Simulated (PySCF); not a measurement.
C$_{4}$H$_{12}$N$_{2}$OSi$_{2}$

Input file:

```
{"job": {"kind": "nmr", "xc": "PBE0", "basis": "pcSseg-1"}, "charge": 0, "multiplicity": 1}
C     -1.060647     1.304411    -1.283410
Si    -0.861416     0.306811     0.326012
C     -1.685913    -1.400698     0.194459
C     -1.463427     1.289347     1.838784
O      0.744769     0.072378     0.592674
Si     2.168753    -0.549938     0.167833
N      2.745106     0.279085    -1.221483
C      1.965942    -2.315829    -0.423513
N      1.848407    -3.404473    -0.758852
H     -0.621916     0.775766    -2.124813
H     -0.569823     2.271229    -1.213090
H     -2.105814     1.484956    -1.514419
H     -1.584550    -1.958321     1.121116
H     -2.745202    -1.323574    -0.027874
H     -1.223894    -1.993694    -0.589851
H     -2.527807     1.489935     1.772954
H     -0.952513     2.244209     1.920505
H     -1.286506     0.743435     2.760264
H      2.948335    -0.542623     1.404712
H      2.684623     1.283908    -1.248919
H      3.574571    -0.039376    -1.693561
```

Run with:

```sh
OMP_NUM_THREADS=1 python probes_run.py task.json out
```

Geometry: GFN2-xTB.

Level of theory: PySCF 2.14.0, PBE0/pcSseg-1, SCF density, gas phase, non-relativistic.

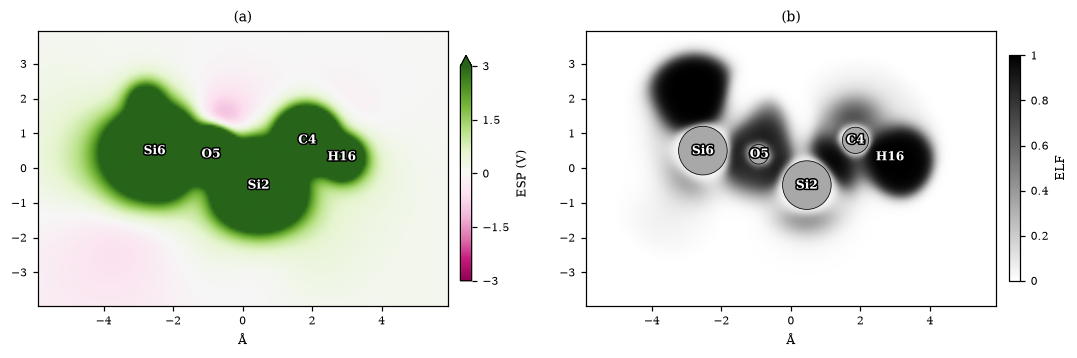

Figure 1. (a) electrostatic potential; (b) electron localisation function on the plane of atoms C4, Si2 and O5. Grey discs cover the atomic cores in the ELF map.

Q: Read the bonding off the picture.

A: Atoms in the plane: Si, C, O and H.
Si–O (1.61 Å): the ELF peaks at about 0.85 between the atoms (a polar covalent bond).
C–Si (1.90 Å): the ELF peaks at about 0.95 between the atoms, as expected for localised, covalent bonding.
C–H (1.09 Å): the ELF climbs to about 1 towards the hydrogen, as it does in any bond to H: a covalent bond by its length.
The ELF also peaks beside O5, away from the bonds: lone-pair regions.
Outside the dense part of the molecule the potential is most negative (−1.0 V) near O5.

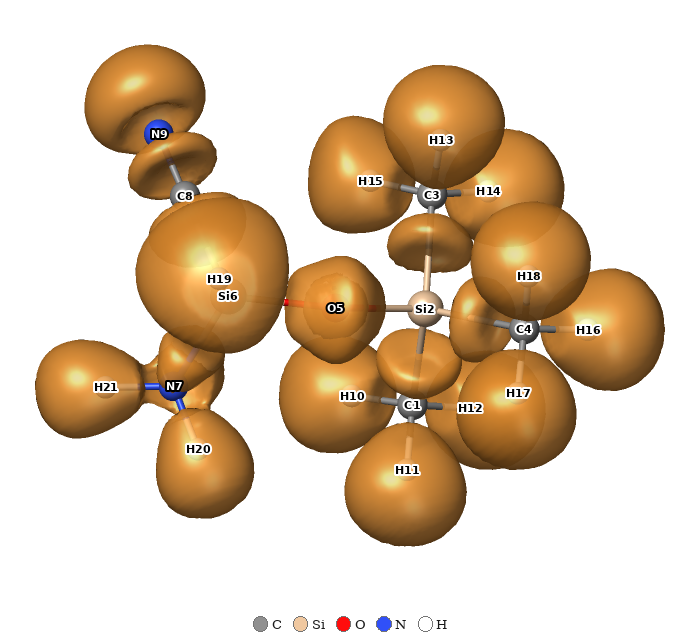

Figure 2. Isosurface of the ELF at 0.8 (orange), seen across its widest extent. Only the valence region is drawn (cores and ρ < 0.01 e/Å³ removed).

Q: Describe the localisation domains.

A: The surface consists of one region between bonded C–N atoms (shared pairs), four regions between bonded C–Si atoms (shared pairs), ten regions around hydrogen nuclei, one lobe on N, pointing away from the bonds (lone pairs), one region wrapped around O (its lone pairs, merged into a ring or cap) and one joined region spread over several atoms (H, N), in which their bonds and any lone pairs are merged.


C–N (1.15 Å): the ELF peaks at about 0.90 between the atoms: a short, multiple covalent bond.

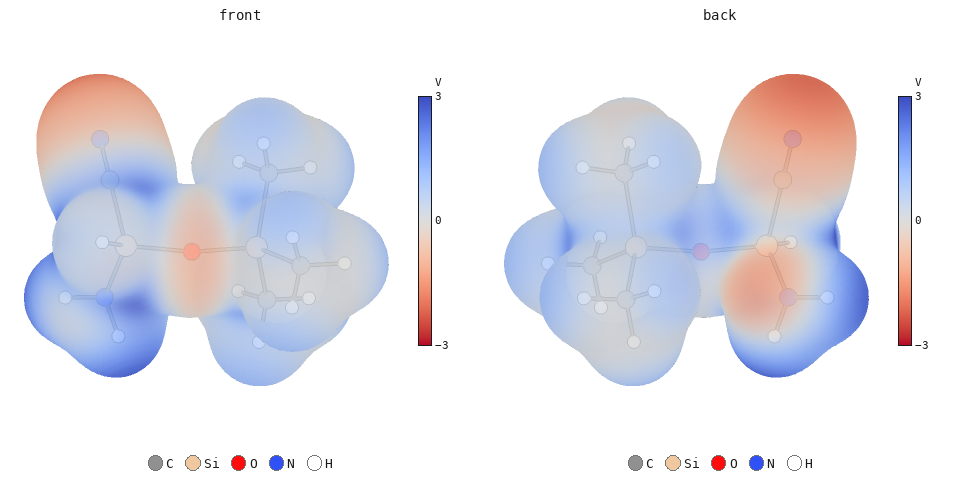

Figure 3. The electrostatic potential painted on the density surface at 0.004 e/bohr³, seen from the front and from behind; red is negative and blue positive.

Q: Which sites attract a positive test charge, and which a negative one?

A: A positive charge is drawn to the negative regions and a negative charge to the positive ones. The most negative region (about −2.0 V) lies over N9, the most positive (about +2.5 V) over Si6, H20 and H21. N9 is the likeliest acceptor of a hydrogen bond.

Q: What dipole moment does the calculation give?

A: Its dipole moment is 4.01 D.
